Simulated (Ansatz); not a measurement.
# TlSe3F (built on the sites of a database entry of TlIO3): following an unstable mode

Which phase does TlSe3F (built on the sites of a database entry of TlIO3) fall into along its unstable mode, and how much energy does it gain?

Calculated with Ansatz 0.2.0; DFT PBEsol, scalar-relativistic, plane waves, PAW.

The structure was built from a prototype and need not be the compound's stable phase.

## (1) The starting structure

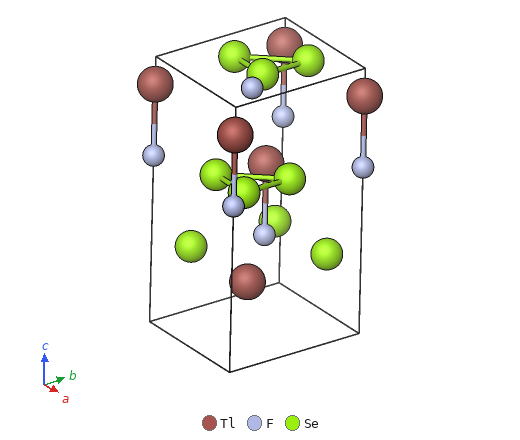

The starting structure, seen slightly off an axis (thallium brown, fluorine light blue, selenium green). This picture shows the conventional cell, with its axes. Bonds to atoms that aren't drawn are left out. Some periodic images of atoms are drawn too.

## (2) Response at finite wavevector

The cell comes from relaxations at this level that are not shown. Stability and thermal properties need the whole zone. Linear response on a 2×2×2 q mesh gives force constants as far as a supercell of that size would, and the tensors from the zone-centre run are typed in so that the long-range dipole term is interpolated apart.

File input.yaml:

```yaml
crystal:
  lattice:
    - [3.4285232222, 1.9794570636, 2.961194869]
    - [-3.4285232222, 1.9794570636, 2.961194869]
    - [0.0, -3.9589193521, 2.9611913764]
  atoms:
    - { symbol: Tl, position: [-0.104526883, -0.104526883, -0.104526883] }
    - { symbol: F, position: [0.6268922782, 0.6268922782, 0.6268922782] }
    - { symbol: Se, position: [1.0372437745, 0.3890454202, 0.3890454202] }
    - { symbol: Se, position: [0.3890454202, 1.0372437745, 0.3890454202] }
    - { symbol: Se, position: [0.3890454202, 0.3890454202, 1.0372437745] }
kpoints:
  mp_grid: { grid: [6, 6, 6] }
hamiltonian:
  xc: pbesol
scf:
  occupations: { method: fixed }
output:
  eigenvalues: true
phonons:
  method: dfpt
  qmesh: [2, 2, 2]
  temperatures: { t_max: 1000, t_step: 50 }
  qpath:
    path:
      - [[0.0, 0.0, 0.0], [0.5, 0.5, 0.5], [0.53543502, 0.46456498, 0.5]]
      - [[0.5, -0.46456498, 0.46456498], [0.5, 0.0, 0.0], [0.0, 0.0, 0.0], [0.48228249, -0.48228249, 0.0]]
      - [[0.51771751, 0.0, 0.48228249], [0.5, 0.0, 0.5], [0.0, 0.0, 0.0]]
    npoints: 10
  non_analytic_term:
    high_frequency_dielectric_tensor: [[13.0475, 0.0, 0.0], [0.0, 13.0475, 0.0], [0.0, 0.0, 17.5011]]
    born_effective_charges:
      - { species: Tl, tensor: [[1.7195, 0.0, 0.0], [0.0, 1.7195, 0.0], [0.0, 0.0, 3.5285]] }
      - { species: F, tensor: [[-2.4101, 0.0, 0.0], [0.0, -2.4101, 0.0], [0.0, 0.0, -1.9232]] }
      - { species: Se, tensor: [[0.8445, 1.064, 0.8167], [1.064, -0.3841, 0.4715], [1.8943, 1.0937, -0.5351]] }
      - { species: Se, tensor: [[0.8445, -1.064, -0.8167], [-1.064, -0.3841, 0.4715], [-1.8943, 1.0937, -0.5351]] }
      - { species: Se, tensor: [[-0.9984, 0.0, 0.0], [0.0, 1.4588, -0.943], [0.0, -2.1874, -0.5351]] }
    source: "zone-centre run at this cell"
```

Command:

```
$ ansatz run input.yaml --threads 8 --pin off --max-ram 14336MiB --backend cpu --events-out ev --progress --plain --runs-dir out
```

Numbers of over 12 decimals in the logs are rounded to 6 here.

Log:

```text
Warning: phonons: the dynamical matrix that this run interpolates holds no multipole term above the dipole-dipole one, and a site of this crystal is no centre of inversion, so its interpolated transverse optical and acoustic branches and sound speeds can stay off near Gamma, and the density of states and the thermodynamics with them. What a run solves at a wave vector of phonons.qpoints, Gamma apart, where the deck admits one, is free of this, and under fd what a larger phonons.supercell samples
Engine: ansatz 0.2.0, x86_64-unknown-linux-gnu
Pseudopotentials: kind: paw
Pseudopotential: Tl, paw, valence charge 13, recommended cutoff 420 eV (normal), Tl.paw.azcp
Pseudopotential: F, paw, valence charge 7, recommended cutoff 420 eV (normal), F.paw.azcp
Pseudopotential: Se, paw, valence charge 16, recommended cutoff 420 eV (normal), Se.paw.azcp
Functional definition: PBEsol
  exchange = pbesol_x
  correlation = pbesol_c
Crystal: 5 atoms, lattice volume = 120.579 Å³
Basis set: ecut = 420 eV, 2361 PW (Γ), exchange–correlation on 72×72×72 points (8 copies of the dense FFT grid, shifted against one another)
Bands: 41, of which v1, the nominal top of the filled ones, is band 34 counted from 1 (33 counted from 0)
Symmetry: 6 space group operations
k-points: 32 of 216 (time reversal used)
Non-local potential: Tl, projectors of the file, l = 0: 2, l = 1: 2, l = 2: 2, l = 3: 1
Non-local potential: F, projectors of the file, l = 0: 2, l = 1: 2, l = 2: 1
Non-local potential: Se, projectors of the file, l = 0: 2, l = 1: 2, l = 2: 3, l = 3: 1
PAW form: soft (Blöchl's): semilocal exchange-correlation on the pseudo side does not see the compensation charge
PAW frozen core: Tl, regenerated for the run's functional, and the local potential with it (the file was generated under x = pbe(κ = 0.804, μ = 0.219515), c = pbe(β = 0.066725))
PAW frozen core: F, regenerated for the run's functional, and the local potential with it (the file was generated under x = pbe(κ = 0.804, μ = 0.219515), c = pbe(β = 0.066725))
PAW frozen core: Se, regenerated for the run's functional, and the local potential with it (the file was generated under x = pbe(κ = 0.804, μ = 0.219515), c = pbe(β = 0.066725))
PAW one-centre angular grid: Tl, 590 points (default); XC on 64 Gauss nodes
PAW one-centre angular grid: F, 110 points (default); XC on 64 Gauss nodes
PAW one-centre angular grid: Se, 590 points (default); XC on 64 Gauss nodes
Initial density: superposition of atomic densities (neutral atoms: chi_scale 0, normalization atom), corrected by the library's trained network
Initial wavefunctions: pseudopotential atomic-orbital guess
Functional: x = pbesol(κ = 0.804, μ = 0.123457), c = pbesol(β = 0.046)
SCF iter   1: F=—  HF=-28367.598320 eV  |F-HF|=—  |Δ(HF+E_count)|=         —  Δρ=1.22e-2  dr2=1.63e-1  ethr=1.77e-3  ⟨swp⟩=5.0  Hψ=4509  notcnv=0  defer=145
preconditioner: auto → Resta (q_TF=auto, 2.480 Å⁻¹)  ε∞=4.7  [insulator: Δε(μ)=0.363 eV  Ē_g=10.565 eV  n_scr=26 (ndim 8)  ℏωp=20.3 eV  f_vac=0.039  ε∞_Penn≈4.7]
SCF iter   2: F=—  HF=-28367.568288 eV  |F-HF|=—  |Δ(HF+E_count)|=   3.00e-2  Δρ=6.43e-3  dr2=3.43e-2  ethr=2.39e-4  ⟨swp⟩=2.0  Hψ=2250  notcnv=0  defer=150
SCF iter   3: F=—  HF=-28367.561828 eV  |F-HF|=—  |Δ(HF+E_count)|=   6.46e-3  Δρ=2.10e-3  dr2=7.19e-3  ethr=5.05e-5  ⟨swp⟩=2.0  Hψ=1960  notcnv=0  defer=152
SCF iter   4: F=—  HF=-28367.560308 eV  |F-HF|=—  |Δ(HF+E_count)|=   1.52e-3  Δρ=4.68e-4  dr2=4.57e-4  ethr=1.06e-5  ⟨swp⟩=2.0  Hψ=1925  notcnv=0  defer=155
SCF iter   5: F=—  HF=-28367.560328 eV  |F-HF|=—  |Δ(HF+E_count)|=   2.01e-5  Δρ=1.42e-4  dr2=2.60e-5  ethr=6.72e-7  ⟨swp⟩=2.3  Hψ=2361  notcnv=0  defer=141
SCF iter   6: F=—  HF=-28367.560338 eV  |F-HF|=—  |Δ(HF+E_count)|=   9.66e-6  Δρ=4.55e-5  dr2=2.15e-6  ethr=3.82e-8  ⟨swp⟩=2.0  Hψ=2368  notcnv=0  defer=32
SCF iter   7: F=—  HF=-28367.560337 eV  |F-HF|=—  |Δ(HF+E_count)|=   9.80e-7  Δρ=1.01e-5  dr2=1.04e-7  ethr=3.16e-9  ⟨swp⟩=2.0  Hψ=2368  notcnv=0  defer=32
SCF iter   8: F=—  HF=-28367.560337 eV  |F-HF|=—  |Δ(HF+E_count)|=   1.19e-7  Δρ=2.22e-6  dr2=6.11e-9  ethr=1.53e-10  ⟨swp⟩=2.0  Hψ=1833  notcnv=0  defer=32
SCF iter   9: F=—  HF=-28367.560337 eV  |F-HF|=—  |Δ(HF+E_count)|=   5.92e-9  Δρ=5.08e-7  dr2=4.22e-10  ethr=8.99e-12  ⟨swp⟩=2.1  Hψ=1832  notcnv=0  defer=32
SCF iter  10: F=—  HF=-28367.560337 eV  |F-HF|=—  |Δ(HF+E_count)|=  2.07e-10  Δρ=1.36e-7  dr2=2.90e-11  ethr=1.00e-12  ⟨swp⟩=2.0  Hψ=1599  notcnv=0  defer=32
SCF iter  11: F=-28367.560337 eV  HF=-28367.560337 eV  |F-HF|=3.64e-12  |Δ(HF+E_count)|=  2.18e-11  Δρ=3.25e-8  dr2=1.39e-12  ethr=1.00e-12  ⟨swp⟩=10.9  Hψ=6930  notcnv=0
SCF 1 converged in 11 iterations: F = -28367.560337 eV  dr2 = 1.39e-12
  greatest PAW one-centre occupation: 1.000 electrons in one spin orbital (limit 2), on the Se atom at site 2 (counted from 0), in its partial waves of l = 2
NSCF: frozen V_eff on 32 k-points
NSCF: frozen V_eff on 112 k-points
DFPT response loops at q = (0, 0, 0) (fractional): preconditioner auto → Resta (q_TF=auto, 2.480 Å⁻¹)  ε∞=14.7 (no band partly filled); β = 1.00, the filter's whole step (`scf.mixing.beta` (0.50) is not read by the response loops at its default; to damp them type it under 1.00, their step now; it binds the ground state too); Broyden in place of MSR1
NSCF: frozen V_eff on 224 k-points
DFPT response loops at q = (0, 0, -0.5) (fractional): mixed as the last ones told, above
NSCF: frozen V_eff on 224 k-points
DFPT response loops at q = (0, -0.5, -0.5) (fractional): mixed as the last ones told, above
NSCF: frozen V_eff on 224 k-points
DFPT response loops at q = (-0.5, -0.5, -0.5) (fractional): mixed as the last ones told, above
SCF converged after 11 iterations
Free energy (F): -28367.560337 eV
Harris-Foulkes:  -28367.560337 eV  (|F-HF|=3.64e-12)
Internal energy: -28367.560337 eV  (E = F + TS)
E sigma→0 (E₀):  -28367.560337 eV
Fermi energy:    7.250294 eV
--- Per-component energies (eV) ---
  E_band       = -1259.094001
  E_kinetic    = 888.042575
  E_local      = -9302.268686  (includes V_loc(G=0)·N_el)
  E_nonlocal   = -1379.939431
  E_hartree    = 4378.509821
  E_xc         = -614.933340
  E_vxc        = -534.212373  (∫ρ·V_xc dr)
  E_paw        = -15814.930490  (= ΣΔE_a)
  E_vpaw       = 312.263984  (= ΣTr[D̂ρ^β])
  E_aug_tail   = 0.000262  (compensation charges beyond the density's cutoff)
  E_ewald      = -6525.147107
  E_core_change = 3.106059  (= ΣΔE_core)
  E_smearing   = -0.000000  (= −TS)
  E_closure    = -0.000000  (closes the sum)
  Σ components = -28367.560337   (vs F -28367.560337, Δ=0.00e0)
--- Band table (eV; the first three rows and the last of 32) ---
  k-point 0: bands = [... 30 lower, 4.1261, 5.1715, 5.9349, 5.9349, 7.6674, 9.1724, 9.1724, 12.3355, ... 3 higher]
  k-point 1: bands = [... 30 lower, 4.4810, 5.1154, 5.7807, 6.1211, 7.6631, 9.2238, 9.2249, 11.5861, ... 3 higher]
  k-point 2: bands = [... 30 lower, 4.6363, 5.2491, 5.5542, 6.4898, 7.5838, 9.2457, 9.3023, 10.6822, ... 3 higher]
  k-point 31: bands = [... 30 lower, 4.3802, 4.9185, 7.2503, 7.2503, 8.7328, 9.3882, 9.3882, 11.5890, ... 3 higher]
--- Phonons (Γ-DFPT): 6 representative perturbations + reference (Σ response iterations 20) ---
  ASR residual: 2.008e-5 → 0.000e0 eV/Å²; symmetrization residual: 3.340e-6 eV/Å²
  ASR residual per site (eV/Å²): 1.67e-5 1.77e-5 1.39e-5 1.39e-5 2.01e-5
  Γ frequencies (cm⁻¹): 0.00 0.00 0.00 18.88 18.88 42.15 45.59 45.88 45.88 96.23 96.23 194.34 194.34 237.27 296.58
--- Phonons (arbitrary-q DFPT): 4 irreducible q on the 2×2×2 mesh ---
  q = [0.0000, 0.0000, 0.0000] (star 1, of the zone-centre solve; hermiticity 6.06e-7, symmetrization 1.18e-7): -0.00 -0.00 -0.00 18.88 18.88 42.15 45.59 45.88 45.88 96.23 96.23 194.34 194.34 237.27 296.58
  q = [0.0000, 0.0000, -0.5000] (star 3, 12 solved perturbations in 948 linear systems a pass and spin channel, the states on 112 of 216 k-point pairs; hermiticity 7.75e-7, symmetrization 3.88e-12): -52.29 -14.88 19.39 23.12 33.96 42.91 47.50 65.23 82.34 87.78 113.82 192.66 194.24 262.22 280.84
  q = [0.0000, -0.5000, -0.5000] (star 3, 9 solved perturbations on 112 of 216 k-point pairs; hermiticity 9.64e-7, symmetrization 5.52e-8): -39.81 -32.45 17.51 28.21 37.42 39.42 52.33 67.45 73.17 82.30 114.83 197.87 198.91 250.35 287.72
  q = [-0.5000, -0.5000, -0.5000] (star 1, 6 solved perturbations in 496 linear systems a pass and spin channel, the states on 112 of 216 k-point pairs; hermiticity 1.12e-6, symmetrization 7.36e-8): -39.68 24.17 24.17 26.21 36.42 36.42 58.33 58.33 63.12 76.64 76.64 201.78 201.78 243.92 298.49
  sum rule: each row above includes the acoustic sum rule's correction from the zone centre's row sums; it moved no ω² by more than (0.50 cm⁻¹)²
  mesh force constants: q→R imaginary residual 0.00e0; ASR residual 2.008e-5 → 0.000e0 eV/Å²; symmetrization residual 1.421e-14 eV/Å²
  interpolated dispersion: 74 rows × 15 modes
  density of states and harmonic sums: on the 14×14×14 q-mesh, interpolated from the force constants of a 2×2×2 supercell (with the dipole–dipole term of supplied tensors)
  largest difference from the sums on the solved wave vectors: F 4.72e-2 eV, S 5.87e-5 and C_V 1.15e-5 eV/K
  zero-point energy: 0.089076 eV/cell   skipped modes (ω ≤ 0): 521, of them read as no rigid motion or as one in doubt: 518 (1.866e0 modes/cell left out, lowest -55.97 cm⁻¹)   left out of the sums: 1.24e-1 of the cell's modes: C_V's classical limit lies that fraction below 3 k_B per atom; for a crystal, a wire or a layer, F and S can be off by more, and a phonons.interpolated_qmesh denser along its periods is the remedy for the sampling
```

It took 67 s on 8 threads of AMD EPYC 9R45, shared host; peak memory 1.8 GiB; 8.3 min of CPU time.

This step gave:

```
gap on the k-mesh                                       : 0.2787 eV
volume per atom                                         : 24.12 Å³
sum-rule residual before enforcement                    : 2.01e-5 eV/Å²
lowest frequency on the path                            : -52.29 cm⁻¹
point group                                             : 3m
highest frequency on the path or at a solved wavevector : 309.8 cm⁻¹
highest optical mode at the zone centre (no LO-TO term) : 296.6 cm⁻¹
lowest optical zone-centre mode                         : 18.88 cm⁻¹
lowest mode on the q mesh (acoustic modes at Γ apart)   : -52.29 cm⁻¹
```

Frequencies (cm⁻¹) solved at each irreducible wavevector; negative means imaginary. Frequencies by wavevector, by row:

| q in reciprocal lattice units | star | mode 1 | mode 2 | mode 3 | mode 4 | mode 13 | mode 14 | mode 15 |
| --- | --- | --- | --- | --- | --- | --- | --- | --- |
| 0 0 0 | 1 | 0 | 0 | 0 | 18.9 | 194.3 | 237.3 | 296.6 |
| 0 0 -0.5 | 3 | -52.3 | -14.9 | 19.4 | 23.1 | 194.2 | 262.2 | 280.8 |
| 0 -0.5 -0.5 | 3 | -39.8 | -32.5 | 17.5 | 28.2 | 198.9 | 250.3 | 287.7 |
| -0.5 -0.5 -0.5 | 1 | -39.7 | 24.2 | 24.2 | 26.2 | 201.8 | 243.9 | 298.5 |

Interpolated from a 2×2×2 q mesh, with the LO-TO term (at Γ the limit along the path; where Γ stands inside the path, tables give the limit on arrival). The phonon branches at the labelled points (cm⁻¹):

| point | branch 1 | branch 2 | branch 3 | branch 4 | branch 12 | branch 13 | branch 14 | branch 15 |
| --- | --- | --- | --- | --- | --- | --- | --- | --- |
| Γ | 0 | 0 | 0 | 19 | 194 | 194 | 241 | 310 |
| T | -40 | 24 | 24 | 26 | 202 | 202 | 244 | 298 |
| H2 | -40 | 21 | 24 | 25 | 202 | 202 | 244 | 298 |
| jump to H0 | -40 | 21 | 24 | 25 | 202 | 202 | 244 | 298 |
| L | -52 | -15 | 19 | 23 | 193 | 194 | 262 | 281 |
| Γ | 0 | 0 | 0 | 19 | 194 | 194 | 239 | 302 |
| S0 | -40 | -32 | 18 | 28 | 198 | 199 | 250 | 288 |
| jump to S2 | -40 | -32 | 18 | 28 | 198 | 199 | 250 | 288 |
| F | -40 | -32 | 18 | 28 | 198 | 199 | 250 | 288 |
| Γ | 0 | 0 | 0 | 19 | 194 | 194 | 240 | 306 |

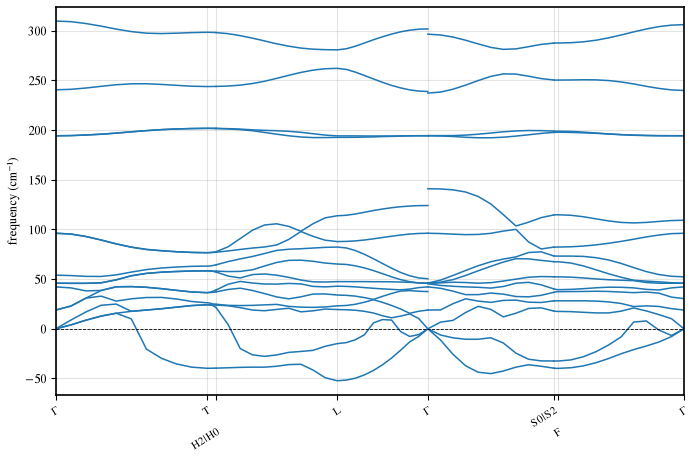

Phonon branches along the path.

Symmetry leaves 4 wavevectors to solve. The lowest mode among them, the acoustic zeros apart, lies at q = (0, 0, -0.5) and is imaginary, 52.3i cm⁻¹, so the energy falls along it.

## (3) The mode frozen in, largest atomic shift 0 Å

The mode followed lies at q = (0, 0, -0.5) with frequency 52.3i cm⁻¹, the softest among the wavevectors solved. At small amplitude the distorted cell has space group no. 9 by a symmetry search on the positions. The undistorted cell that holds it gives the zero of energy on the same k mesh.

System of this step: TlSe3F (built on the sites of a database entry of TlIO3). The structure is trigonal, space group R3m (No. 160). Conventional cell: a = 6.857 Å, b = 6.857 Å, c = 8.884 Å, α = 90.00°, β = 90.00°, γ = 120.00°. Tl has 1 F at 2.39 Å nearest. F has 1 Tl at 2.39 Å nearest. Nearest to Se lie 2 Se at 2.41 Å. Nearest to Se lie 2 Se at 2.41 Å. Farther neighbours and most contacts between anions are not listed.

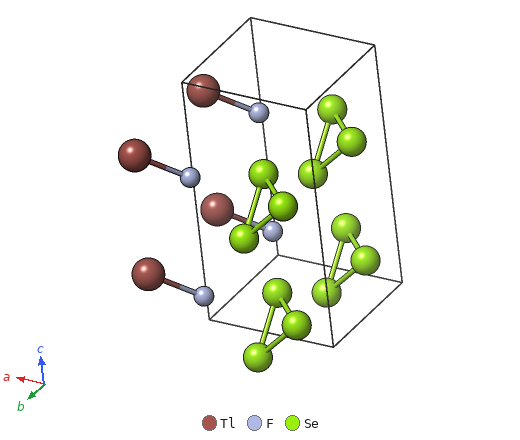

The cell of this step (thallium brown, fluorine light blue, selenium green). 1×2×1 cells are drawn.

File input.yaml:

```yaml
crystal:
  lattice:
    - [3.4285232222, 1.9794570636, 2.961194869]
    - [-3.4285232222, 1.9794570636, 2.961194869]
    - [0.0, -7.9178387042, 5.9223827528]
  atoms:
    - { symbol: Tl, position: [0.895473117, 0.895473117, 0.4477365585] }
    - { symbol: Tl, position: [0.895473117, 0.895473117, 0.9477365585] }
    - { symbol: F, position: [0.6268922782, 0.6268922782, 0.3134461391] }
    - { symbol: F, position: [0.6268922782, 0.6268922782, 0.8134461391] }
    - { symbol: Se, position: [0.0372437745, 0.3890454202, 0.1945227101] }
    - { symbol: Se, position: [0.0372437745, 0.3890454202, 0.6945227101] }
    - { symbol: Se, position: [0.3890454202, 0.0372437745, 0.1945227101] }
    - { symbol: Se, position: [0.3890454202, 0.0372437745, 0.6945227101] }
    - { symbol: Se, position: [0.3890454202, 0.3890454202, 0.0186218872] }
    - { symbol: Se, position: [0.3890454202, 0.3890454202, 0.5186218872] }
kpoints:
  mp_grid: { grid: [6, 6, 4] }
hamiltonian:
  xc: pbesol
scf:
  occupations: { method: gaussian, width: 0.02 }
output:
  forces: true
  stress: true
  eigenvalues: true
```

Log:

```text
[...]
Crystal: 10 atoms, lattice volume = 241.158 Å³
Basis set: ecut = 420 eV, 4731 PW (Γ), exchange–correlation on 72×72×144 points (8 copies of the dense FFT grid, shifted against one another)
Bands: 82, of which v1, the nominal top of the filled ones, is band 68 counted from 1 (67 counted from 0)
Symmetry: 4 space group operations
[...]
k-point 0: bands = [... 64 lower, 5.4686, 5.9349, 5.9349, 6.7856, 7.5290, 7.6674, 9.1269, 9.1723, ... 7 higher]
  k-point 1: bands = [... 64 lower, 5.5169, 5.8403, 6.0508, 6.5975, 7.5618, 7.6693, 9.2030, 9.2048, ... 7 higher]
  k-point 2: bands = [... 64 lower, 5.6566, 5.6566, 6.2866, 6.2866, 7.6310, 7.6310, 9.2574, 9.2574, ... 7 higher]
  k-point 46: bands = [... 64 lower, 6.5345, 6.5345, 7.1970, 7.1970, 8.2514, 8.2514, 9.1229, 9.1229, ... 7 higher]
[key lines of the parts left out:]
SCF converged after 8 iterations
Free energy (F): -56735.120555 eV
Fermi energy:    7.389387 eV
P = ⅓ Tr σ = 0.0015 GPa (0.015 kbar)
```

Wall time 2.8 s (8 threads); peak memory 1.6 GiB.

This step gave:

```
pressure                         : 0.001465 GPa
gap on the k-mesh                : 0.2786 eV
energy from the undistorted cell : 0 meV/atom
```

The run ends at a pressure of 0.00 GPa, with forces up to 5.8e-4 eV/Å.

## (4) The mode frozen in, largest atomic shift 0.45 Å

The atoms are moved along the unstable eigenvector, the largest shift by 0.45 Å, with the cell fixed.

File input.yaml:

```yaml
crystal:
  lattice:
    - [3.4285232222, 1.9794570636, 2.961194869]
    - [-3.4285232222, 1.9794570636, 2.961194869]
    - [0.0, -7.9178387042, 5.9223827528]
  atoms:
    - { symbol: Tl, position: [0.9006652011, 0.890281033, 0.4477365585] }
    - { symbol: Tl, position: [0.890281033, 0.9006652011, 0.9477365585] }
    - { symbol: F, position: [0.5612663555, 0.6925182009, 0.3134461391] }
    - { symbol: F, position: [0.6925182009, 0.5612663555, 0.8134461391] }
    - { symbol: Se, position: [0.021716367, 0.3796979243, 0.1888783261] }
    - { symbol: Se, position: [0.0527711819, 0.3983929161, 0.7001670941] }
    - { symbol: Se, position: [0.3983929161, 0.0527711819, 0.2001670941] }
    - { symbol: Se, position: [0.3796979243, 0.021716367, 0.6888783261] }
    - { symbol: Se, position: [0.374554522, 0.4035363185, 0.0186218872] }
    - { symbol: Se, position: [0.4035363185, 0.374554522, 0.5186218872] }
kpoints:
  mp_grid: { grid: [6, 6, 4] }
hamiltonian:
  xc: pbesol
scf:
  occupations: { method: gaussian, width: 0.02 }
output:
  forces: true
  stress: true
  eigenvalues: true
```

Log:

```text
[...]
Crystal: 10 atoms, lattice volume = 241.158 Å³
Basis set: ecut = 420 eV, 4731 PW (Γ), exchange–correlation on 72×72×144 points (8 copies of the dense FFT grid, shifted against one another)
Bands: 82, of which v1, the nominal top of the filled ones, is band 68 counted from 1 (67 counted from 0)
Symmetry: 2 space group operations
[...]
k-point 0: bands = [... 64 lower, 5.6658, 6.0552, 6.0588, 6.8396, 7.6641, 7.6725, 9.0483, 9.0888, ... 7 higher]
  k-point 1: bands = [... 64 lower, 5.7300, 5.9833, 6.1436, 6.6390, 7.6858, 7.6981, 9.1208, 9.1618, ... 7 higher]
  k-point 2: bands = [... 64 lower, 5.8576, 5.8576, 6.3355, 6.3355, 7.7145, 7.7145, 9.2032, 9.2032, ... 7 higher]
  k-point 46: bands = [... 64 lower, 6.5355, 6.5355, 7.2539, 7.2539, 8.3875, 8.3875, 9.0527, 9.0527, ... 7 higher]
[key lines of the parts left out:]
SCF converged after 8 iterations
Free energy (F): -56735.158554 eV
Fermi energy:    7.421803 eV
P = ⅓ Tr σ = 0.5634 GPa (5.634 kbar)
```

Run time: 3 s. Hardware: 8 threads; peak memory 1.5 GiB.

This step gave:

- pressure: 0.5634 GPa
- gap on the k-mesh: 0.2461 eV
- energy from the undistorted cell: -3.8 meV/atom

The energy, extrapolated to zero smearing, is -3.80 meV/atom against the undistorted cell.

The run ends at a pressure of 0.56 GPa, with forces up to 0.16 eV/Å.

(Part 1 of 3 ends here.)

[Logs are printed without paths, hosts, clocks, repeated set-up lines and the standing remarks that a program may print on its own settings, such as how far it seeks lower states.]

[Hosts, paths, dates, database ids (printed as entryN), source tags and the programs' standing remarks are cut or masked in the printed files.]
